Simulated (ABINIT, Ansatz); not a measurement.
**How the form of the self-energy moves the gap of H6PbCBr3N (Pm)**

Aim: compare treatments of exchange, screening and correlation for the gap of H6PbCBr3N (Pm).

Main program and level: ABINIT 10.8.3; PBEsol and many-body steps on it, plane waves.

## (1) The structure

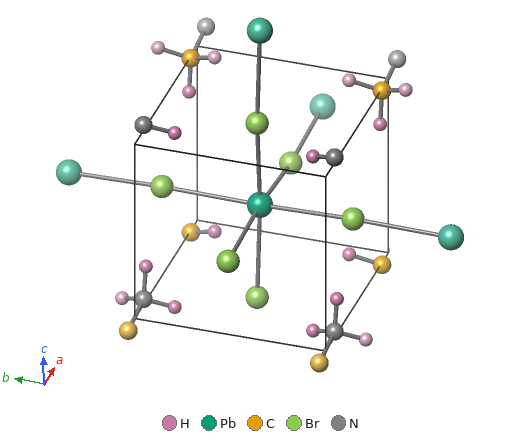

The starting structure, seen from a free direction (hydrogen pink, lead teal, carbon orange, bromine green, nitrogen grey). Some periodic images of atoms are drawn too.

As a file:

```cif
data_structure
_symmetry_space_group_name_H-M 'P 1'
_symmetry_Int_Tables_number 1
_cell_length_a 6.0385
_cell_length_b 6.0597
_cell_length_c 6.1282
_cell_angle_alpha 90.000
_cell_angle_beta 90.072
_cell_angle_gamma 90.000
_cell_volume 224.24
loop_
_atom_site_label
_atom_site_type_symbol
_atom_site_fract_x
_atom_site_fract_y
_atom_site_fract_z
_atom_site_occupancy
H1 H 0.21826 0.86210 0.96819 1
H2 H 0.17779 0.00000 0.19864 1
H3 H 0.82510 0.85194 0.06162 1
H4 H 0.86934 0.00000 0.81171 1
H5 H 0.82510 0.14806 0.06162 1
H6 H 0.21826 0.13790 0.96819 1
Pb7 Pb 0.47527 0.50000 0.47799 1
C8 C 0.89731 0.00000 0.98852 1
Br9 Br 0.43003 0.50000 0.97275 1
Br10 Br 0.43485 0.00000 0.51271 1
Br11 Br 0.96654 0.50000 0.44074 1
N12 N 0.14061 0.00000 0.03247 1
```

The cell and positions are those that the Materials Project relaxed with its own functionals (PBE, PBE+U or r2SCAN), kept fixed. Spin-orbit coupling is left out unless a step names it.

## (2) Empty states on the mesh, 2×2×2 mesh, 607 bands

This step: ABINIT 10.8.3; DFT, PBEsol, plane waves, norm-conserving pseudopotentials.

The sums over transitions need many empty states on a uniform mesh; this step solves for them.

File run.abi:

```
acell 3*1.0 Angstrom
rprim 
  6.038531000000 -0.000000000000 -0.000000000000
  -0.000000000000 6.059680000000 0.000000000000
  -0.007679000000 0.000000000000 6.128174000000
ntypat 5
znucl 1 82 6 35 7
natom 12
typat 1 1 1 1 1 1 2 3 4 4 4 5
xred 
  0.218258000000 0.862101000000 0.968190000000
  0.177786000000 -0.000000000000 0.198636000000
  0.825095000000 0.851944000000 0.061619000000
  0.869341000000 -0.000000000000 0.811715000000
  0.825095000000 0.148056000000 0.061619000000
  0.218258000000 0.137899000000 0.968190000000
  0.475266000000 0.500000000000 0.477994000000
  0.897311000000 -0.000000000000 0.988520000000
  0.430028000000 0.500000000000 0.972748000000
  0.434852000000 -0.000000000000 0.512708000000
  0.966538000000 0.500000000000 0.440736000000
  0.140606000000 -0.000000000000 0.032465000000
pp_dirpath "pseudos"
pseudos "H.upf, Pb.upf, C.upf, Br.upf, N.upf"
ecut 37
ngkpt 2 2 2
nshiftk 1
shiftk 0 0 0
kptopt 1
chksymbreak 0
iscf -2
irdden 1
istwfk *1
nband 607
nbdbuf 54
tolwfr 1e-09
nstep 60
prtvol 0
indata_prefix "in"
outdata_prefix "out"
tmpdata_prefix "tmp"
```

Command:

```bash
$ OMP_NUM_THREADS=1 mpirun -n 16 abinit run.abi > log
```

Numbers of over 12 decimals in the logs are rounded to 6 here.

What it wrote:

```text
.Version 10.8.3 of ABINIT. v10.8.2 released Aug 2026.

 Symmetries : space group Pm (#  6); Bravais mP (primitive monocl.)
[... echo of the input left out ...]
== DATASET  1 ==================================================================
-   mpi_nproc: 16, omp_nthreads: 1 (-1 if OMP is not activated)
-    --> not optimal distribution: autoparal keyword recommended in input file <--

--- !DatasetInfo
iteration_state: {dtset: 1, }
dimensions: {natom: 12, nkpt: 8, mband: 607, nsppol: 1, nspinor: 1, nspden: 1, mpw: 16306, }
cutoff_energies: {ecut:  37.0, pawecutdg:  -1.0, }
[...]
3.71737    3.72042    3.72289    3.72838    3.73245    3.73513    3.74035    3.74465
   3.74576    3.74647    3.74956    3.75369    3.75755    3.76072    3.76253    3.76356
   3.76544    3.76953    3.77255    3.77988    3.78259    3.78583    3.79055
 prteigrs : prtvol=0 or 1, do not print more k-points.

== END DATASET(S) ==============================================================
================================================================================

 -outvars: echo values of variables after computation  --------
            nband         607
             nkpt           8
          spgroup           6
 [... the other variables as echoed above ...]

 Calculation completed.
```

It took 23 min on 16 MPI ranks of Intel Xeon 6975P-C (Granite Rapids), shared host; peak memory 3 GiB; 6 h of CPU time.

This step gave:

| Item | Value |
| --- | --- |
| gap | 2.005 eV |
| k of the valence top | 0.5, 0.5, 0.5 |
| k of the conduction bottom | 0.5, 0.5, 0.5 |
| least direct gap | 2.005 eV |
| k points computed | 8 |
| lowest point of the top converged band, above the valence top | 95.0434 eV |

On this mesh the gap is 2.005 eV.

The density comes from a self-consistent run that is not shown.

## (3) Screening, 2×2×2 mesh, 251 bands, screening to 114.3 eV

The RPA dielectric matrix is built and inverted for each q.

This step: RPA screening on PBEsol, plane waves, norm-conserving pseudopotentials.

run.abi, as its differences from that of step 2:

```diff
@@ -30,10 +30,11 @@
 chksymbreak 0
-iscf -2
-irdden 1
 istwfk *1
-nband 607
-nbdbuf 54
-tolwfr 1e-09
-nstep 60
-prtvol 0
+occopt 1
+irdwfk 1
+optdriver 3
+nband 251
+ecuteps 4.2
+inclvkb 2
+awtr 1
+symchi 1
 indata_prefix "in"
```

What it wrote:

```text
.Version 10.8.3 of ABINIT. v10.8.2 released Aug 2026.

 Symmetries : space group Pm (#  6); Bravais mP (primitive monocl.)
[... echo of the input left out ...]
== DATASET  1 ==================================================================
-   mpi_nproc: 16, omp_nthreads: 1 (-1 if OMP is not activated)

--- !DatasetInfo
iteration_state: {dtset: 1, }
dimensions: {natom: 12, nkpt: 8, mband: 251, nsppol: 1, nspinor: 1, nspden: 1, mpw: 16306, }
cutoff_energies: {ecut:  37.0, pawecutdg:  -1.0, }
electrons: {nelect:   8.80000000E+01, charge:   0.00000000E+00, occopt:   1.00000000E+00, tsmear:   1.00000000E-02, }

 SCREENING: Calculation of the susceptibility and dielectric matrices

 Based on a program developped by R.W. Godby, V. Olevano, G. Onida, and L. Reining.
 Incorporated in ABINIT by V. Olevano, G.-M. Rignanese, and M. Torrent.
.Using double precision arithmetic ; gwpc =  8

[... cell and pseudopotentials left out ...]
--------------------------------------------------------------------------------

 ==== K-mesh for the wavefunctions ====
 Number of points in the irreducible wedge :     8
[... list of points left out ...]
 Together with  2 symmetry operations and time-reversal symmetry
 yields     8 points in the full Brillouin Zone.

 ==== Q-mesh for the screening function ====
 Number of points in the irreducible wedge :     8
[... list of points left out ...]
 Together with  2 symmetry operations and time-reversal symmetry
 yields     8 points in the full Brillouin Zone.

 setmesh: FFT mesh size selected  =    45x   45x   45
          total number of points  =        91125

 vcoul_init : cutoff-mode = AUXILIARY_FUNCTION
 q-points for optical limit:   1
     1)      0.000010    0.000020    0.000030

- screening: taking advantage of time-reversal symmetry
- Maximum band index for partially occupied states nbvw = 44
- Remaining bands to be divided among processors   nbcw = 207
- Number of bands treated by each node ~12

 Number of electrons calculated from density =   88.0000; Expected =   88.0000
 average of density, n =  0.058153
 r_s =    1.6012
 omega_plasma =   23.2618 [eV]

 calculating chi0 at frequencies [eV] :
  1    0.000000E+00    0.000000E+00
  2    0.000000E+00    2.326176E+01

--------------------------------------------------------------------------------
  q-point number  1        q = ( 0.000000, 0.000000, 0.000000) [r.l.u.]
--------------------------------------------------------------------------------
[... chi0 elements left out ...]
 For q-point:  0.000010 0.000020 0.000030
  dielectric constant =   6.4374
  dielectric constant without local fields =   7.3549

  Average fulfillment of the sum rule on Im[epsilon] for q-point    1 :     55.39  [%]
[... wings left out ...]
  q-point number  2        q = ( 0.500000, 0.000000, 0.000000) [r.l.u.]
--------------------------------------------------------------------------------
[... chi0 elements left out ...]
  Average fulfillment of the sum rule on Im[epsilon] for q-point    2 :     59.57  [%]

 [... 6 further q-points ...]
```

It took 2.5 min on 16 MPI ranks; peak memory 16 GiB; 39 min of CPU time.

This step gave:

```
ε∞ with local fields, on this mesh, along the program's q direction : 6.437
the same without local fields                                       : 7.355
plasma frequency                                                    : 23.26 eV
plane waves in the screening matrix                                 : 619
```

Local fields lower ε∞ by 12 %. On a Γ-centred mesh this coarse the value itself is usually too large, while a short band sum pulls it down.

## (4) G0W0, Godby-Needs plasmon pole

The self-energy is evaluated for the states that the input lists, and the levels follow from it, in one-shot runs by the linearised quasiparticle equation.

This step: G0W0 on PBEsol, plane waves, norm-conserving pseudopotentials.

run.abi, as its differences from that of step 3:

```diff
@@ -33,8 +33,17 @@
 irdwfk 1
-optdriver 3
+optdriver 4
 nband 251
+gwcalctyp 0
+ecutsigx 37
+symsigma 1
+nkptgw 2
+kptgw 
+  0.5000000000 0.5000000000 0.5000000000
+  0.0000000000 0.0000000000 0.0000000000
+bdgw 
+  43 46
+  43 46
 ecuteps 4.2
-inclvkb 2
-awtr 1
-symchi 1
+irdscr 1
+ppmodel 1
 indata_prefix "in"
```

What it wrote:

```text
.Version 10.8.3 of ABINIT. v10.8.2 released Aug 2026.

 Symmetries : space group Pm (#  6); Bravais mP (primitive monocl.)
[... echo of the input left out ...]
== DATASET  1 ==================================================================
-   mpi_nproc: 16, omp_nthreads: 1 (-1 if OMP is not activated)

--- !DatasetInfo
iteration_state: {dtset: 1, }
dimensions: {natom: 12, nkpt: 8, mband: 251, nsppol: 1, nspinor: 1, nspden: 1, mpw: 16306, }
cutoff_energies: {ecut:  37.0, pawecutdg:  -1.0, }
electrons: {nelect:   8.80000000E+01, charge:   0.00000000E+00, occopt:   1.00000000E+00, tsmear:   1.00000000E-02, }

 SIGMA: Calculation of the GW corrections

 Based on a program developped by R.W. Godby, V. Olevano, G. Onida, and L. Reining.
 Incorporated in ABINIT by V. Olevano, G.-M. Rignanese, and M. Torrent.
.Using double precision arithmetic ; gwpc =  8

[... cell and pseudopotentials left out ...]
--------------------------------------------------------------------------------

 ==== K-mesh for the wavefunctions ====
 Number of points in the irreducible wedge :     8
[... list of points left out ...]
 Together with  2 symmetry operations and time-reversal symmetry
 yields     8 points in the full Brillouin Zone.

 ==== Q-mesh for screening function ====
 Number of points in the irreducible wedge :     8
[... list of points left out ...]
 Together with  2 symmetry operations and time-reversal symmetry
 yields     8 points in the full Brillouin Zone.

 vcoul_init : cutoff-mode = AUXILIARY_FUNCTION
 q-points for optical limit:   1
     1)      0.000010    0.000020    0.000030
 setmesh: FFT mesh size selected  =    64x   64x   64
          total number of points  =       262144

 Number of electrons calculated from density =   88.0000; Expected =   88.0000
 average of density, n =  0.058153
 r_s =    1.6012
 omega_plasma =   23.2618 [eV]

 === KS Band Gaps ===
  >>>> For spin  1
   Minimum direct gap =   2.0047 [eV], located at k-point      :   0.5000  0.5000  0.5000
   Fundamental gap    =   2.0047 [eV], Top of valence bands at :   0.5000  0.5000  0.5000
                                       Bottom of conduction at :   0.5000  0.5000  0.5000
 SIGMA fundamental parameters:
 PLASMON POLE MODEL  1
 number of plane-waves for SigmaX                16279
 number of plane-waves for SigmaC and W            619
 number of plane-waves for wavefunctions         16279
 number of bands                                   251
 number of independent spin polarizations            1
 number of spinorial components                      1
 number of k-points in IBZ                           8
 number of q-points in IBZ                           8
 number of symmetry operations                       2
 number of k-points in BZ                            8
 number of q-points in BZ                            8
 number of frequencies for dSigma/dE                 9
 frequency step for dSigma/dE [eV]                0.25
 number of omega for Sigma on real axis              0
 max omega for Sigma on real axis  [eV]           0.00
 zcut for avoiding poles [eV]                     0.10

 EPSILON^-1 parameters (SCR file):
 dimension of the eps^-1 matrix on file            619
 dimension of the eps^-1 matrix used               619
 number of plane-waves for wavefunctions         16279
 number of bands                                   251
 number of q-points in IBZ                           8
 number of frequencies                               2
 number of real frequencies                          1
 number of imag frequencies                          1

 matrix elements of self-energy operator (all in [eV])

 Perturbative Calculation

--- !SelfEnergy_ee
iteration_state: {dtset: 1, }
kpoint     : [   0.500,    0.500,    0.500, ]
spin       : 1
KS_gap     :    2.005
QP_gap     :    3.834
Delta_QP_KS:    1.829
data: !SigmaeeData |
     Band     E0 <VxcDFT>   SigX SigC(E0)      Z dSigC/dE  Sig(E)    E-E0       E
       43  -0.462 -14.394 -19.340   2.886   0.786  -0.273 -16.012  -1.618  -2.080
       44   0.350 -15.279 -18.521   1.901   0.798  -0.253 -16.349  -1.070  -0.720
       45   2.354 -10.622  -6.649  -3.044   0.817  -0.224  -9.864   0.759   3.113
       46   2.367 -10.597  -6.591  -3.052   0.817  -0.224  -9.817   0.780   3.147

--- !SelfEnergy_ee
iteration_state: {dtset: 1, }
kpoint     : [   0.000,    0.000,    0.000, ]
spin       : 1
KS_gap     :    5.072
QP_gap     :    7.196
Delta_QP_KS:    2.124
data: !SigmaeeData |
     Band     E0 <VxcDFT>   SigX SigC(E0)      Z dSigC/dE  Sig(E)    E-E0       E
       43  -0.683 -14.002 -18.932   2.896   0.783  -0.277 -15.595  -1.593  -2.276
       44  -0.665 -14.012 -18.929   2.894   0.783  -0.278 -15.595  -1.584  -2.248
       45   4.408  -7.707  -3.909  -3.154   0.839  -0.191  -7.167   0.540   4.948
       46   5.519 -11.746  -7.688  -3.270   0.802  -0.247 -11.114   0.632   6.151

== END DATASET(S) ==============================================================
================================================================================

 -outvars: echo values of variables after computation  --------
           etotal      0.0000000000E+00
            nband         251
             nkpt           8
          spgroup           6
 [... the other variables as echoed above ...]

 Calculation completed.
```

It took 20 s on 16 MPI ranks; peak memory 8.2 GiB.

Numbers from this step:

```
G0W0 gap on the points computed              : 3.833 eV
starting gap on the mesh                     : 2.005 eV
k of the valence top                         : 0.5, 0.5, 0.5
k of the conduction bottom                   : 0.5, 0.5, 0.5
Z at the valence top                         : 0.798
Z at the conduction bottom                   : 0.817
least direct G0W0 gap on the computed points : 3.833 eV
```

The gap on the mesh goes from 2.00 eV to 3.83 eV, a correction of +1.83 eV.

## (5) G0W0, von der Linden-Horsch plasmon pole

run.abi, as its differences from that of step 4:

```diff
@@ -47,3 +47,3 @@
 irdscr 1
-ppmodel 1
+ppmodel 3
 indata_prefix "in"
```

What it wrote:

```text
.Version 10.8.3 of ABINIT. v10.8.2 released Aug 2026.

 Symmetries : space group Pm (#  6); Bravais mP (primitive monocl.)
[... echo of the input left out ...]
== DATASET  1 ==================================================================
-   mpi_nproc: 16, omp_nthreads: 1 (-1 if OMP is not activated)

--- !DatasetInfo
iteration_state: {dtset: 1, }
dimensions: {natom: 12, nkpt: 8, mband: 251, nsppol: 1, nspinor: 1, nspden: 1, mpw: 16306, }
cutoff_energies: {ecut:  37.0, pawecutdg:  -1.0, }
electrons: {nelect:   8.80000000E+01, charge:   0.00000000E+00, occopt:   1.00000000E+00, tsmear:   1.00000000E-02, }

 SIGMA: Calculation of the GW corrections

 Based on a program developped by R.W. Godby, V. Olevano, G. Onida, and L. Reining.
 Incorporated in ABINIT by V. Olevano, G.-M. Rignanese, and M. Torrent.
.Using double precision arithmetic ; gwpc =  8

[... cell and pseudopotentials left out ...]
--------------------------------------------------------------------------------

 ==== K-mesh for the wavefunctions ====
 Number of points in the irreducible wedge :     8
[... list of points left out ...]
 Together with  2 symmetry operations and time-reversal symmetry
 yields     8 points in the full Brillouin Zone.

 ==== Q-mesh for screening function ====
 Number of points in the irreducible wedge :     8
[... list of points left out ...]
 Together with  2 symmetry operations and time-reversal symmetry
 yields     8 points in the full Brillouin Zone.

 vcoul_init : cutoff-mode = AUXILIARY_FUNCTION
 q-points for optical limit:   1
     1)      0.000010    0.000020    0.000030
 setmesh: FFT mesh size selected  =    64x   64x   64
          total number of points  =       262144

 Number of electrons calculated from density =   88.0000; Expected =   88.0000
[...]
number of omega for Sigma on real axis              0
 max omega for Sigma on real axis  [eV]           0.00
 zcut for avoiding poles [eV]                     0.10

 EPSILON^-1 parameters (SCR file):
 dimension of the eps^-1 matrix on file            619
 dimension of the eps^-1 matrix used               619
 number of plane-waves for wavefunctions         16279
 number of bands                                   251
 number of q-points in IBZ                           8
 number of frequencies                               2
 number of real frequencies                          1
 number of imag frequencies                          1

 matrix elements of self-energy operator (all in [eV])

 Perturbative Calculation

--- !SelfEnergy_ee
iteration_state: {dtset: 1, }
kpoint     : [   0.500,    0.500,    0.500, ]
spin       : 1
KS_gap     :    2.005
QP_gap     :    3.939
Delta_QP_KS:    1.934
data: !SigmaeeData |
     Band     E0 <VxcDFT>   SigX SigC(E0)      Z dSigC/dE  Sig(E)    E-E0       E
       43  -0.462 -14.394 -19.340   2.560   0.879  -0.138 -16.490  -2.096  -2.558
       44   0.350 -15.279 -18.521   1.611   0.880  -0.137 -16.714  -1.435  -1.086
       45   2.354 -10.622  -6.649  -3.414   0.892  -0.121 -10.124   0.499   2.853
[...]
--- !SelfEnergy_ee
iteration_state: {dtset: 1, }
kpoint     : [   0.000,    0.000,    0.000, ]
spin       : 1
KS_gap     :    5.072
QP_gap     :    7.471
Delta_QP_KS:    2.398
data: !SigmaeeData |
     Band     E0 <VxcDFT>   SigX SigC(E0)      Z dSigC/dE  Sig(E)    E-E0       E
[...]
45   4.408  -7.707  -3.909  -3.450   0.909  -0.100  -7.391   0.316   4.724
       46   5.519 -11.746  -7.688  -3.455   0.890  -0.124 -11.210   0.536   6.055

== END DATASET(S) ==============================================================
================================================================================

 -outvars: echo values of variables after computation  --------
           etotal      0.0000000000E+00
            nband         251
             nkpt           8
          spgroup           6
 [... the other variables as echoed above ...]

 Calculation completed.
```

Wall time 22 s (16 MPI ranks); peak memory 6.8 GiB.

Numbers from this step:

```
G0W0 gap on the points computed              : 3.939 eV
starting gap on the mesh                     : 2.005 eV
k of the valence top                         : 0.5, 0.5, 0.5
k of the conduction bottom                   : 0.5, 0.5, 0.5
Z at the valence top                         : 0.88
Z at the conduction bottom                   : 0.892
least direct G0W0 gap on the computed points : 3.939 eV
```

Against G0W0 in ABINIT (2×2×2 mesh, 251 bands, screening to 114.3 eV, Godby-Needs plasmon pole), the gap moves by +0.106 eV.

[end of part 1 of 2]

[Paths, hosts, dates, memory and timing lines, banners, echoed tables and standing remarks are left out of the program output.]

[Logs are printed without paths, hosts, clocks, repeated set-up lines and the standing remarks that a program may print on its own settings, such as how far it seeks lower states.]

[Runs of the session that timed out or met a known fault of the program may be left out.]

[Hosts, paths, dates, database ids (printed as entryN), source tags and the programs' standing remarks are cut or masked in the printed files.]

[G0W0 gaps are taken among the corrected bands and points alone; a level outside them can change the order at an edge.]

[Where Ansatz stands beside ABINIT at settings called matched, ABINIT's density can come from a denser mesh and the files from another edition; pairs whose starting gaps differed by over 0.03 eV were left out, so agreement reads better than it is.]
